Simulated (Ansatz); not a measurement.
The reference is CdSe in the wurtzite structure (space group P6_3mc, No. 186; a = 4.302 Å, c = 7.021 Å). Axes: x lies along a and z along c of the hexagonal cell.

Now apply this change: the cell is stretched by 0.60 % along z with no lateral relaxation, atoms relaxed at fixed cell.

The values are results of Ansatz (an electronic-structure program) PBEsol, scalar-relativistic without spin-orbit coupling, not measurements.

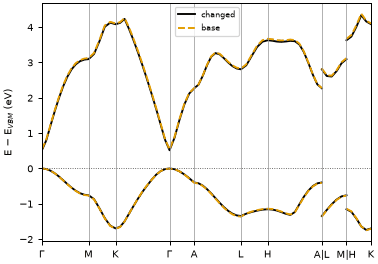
Figure: Highest valence and lowest conduction band along the path, each from its own valence-band maximum

The gap is 0.52 eV, direct at Γ; the base has 0.54 eV.

The cells carry an imposed strain or load. No phonon test of stability was made.
